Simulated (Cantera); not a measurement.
A closed system holds: 1 mol SiCl₄, 0.87 mol Cl₂, 1.6 mol H₂, 0.0033 mol N₂, at 1 atm.

These are equilibrium values from Cantera (NASA tables, ideal gas, pure condensed phases), not measurements of a reactor. Candidate condensed phases: NH₄Cl, Si, Si₃N₄; 28 gas species. The tables' values for SiCl₃ are old estimates; treat these amounts as uncertain. Equilibrium is a limit: real reactors are often held back by kinetics, nucleation or transport.

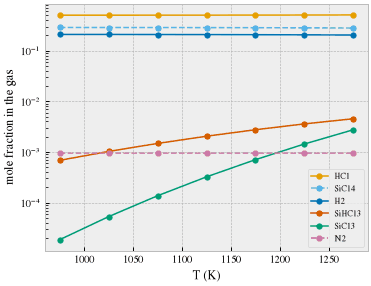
*Equilibrium gas composition (values under 1e-9 drawn at 1e-9)*

From 975 K to 1275 K nothing is condensed. The main Si-bearing gas is SiCl₄ throughout.
